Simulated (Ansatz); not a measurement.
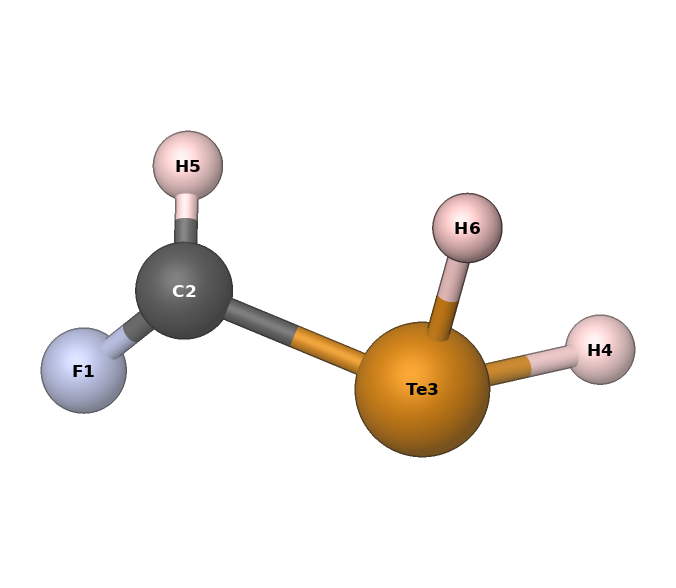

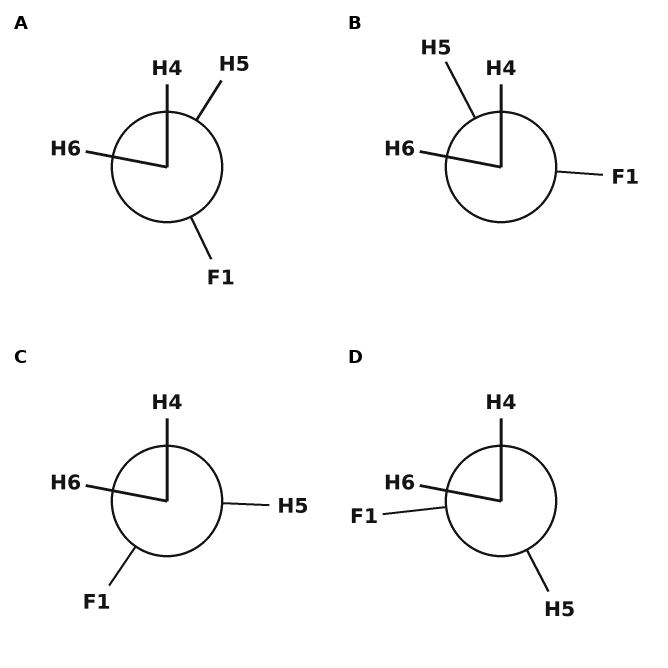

Atoms fade into the background with distance from the viewer. Bonds that would overlap in a projection are set slightly apart. The geometry was computed by an optimisation with PBE-D4/def2-SVP. No frequency run is at hand to confirm it as a minimum.

**Which Newman projection shows the view along Te3–C2, with Te3 in front?**

B. The torsion angle H4–Te3–C2–F1 is 94°, about perpendicular.
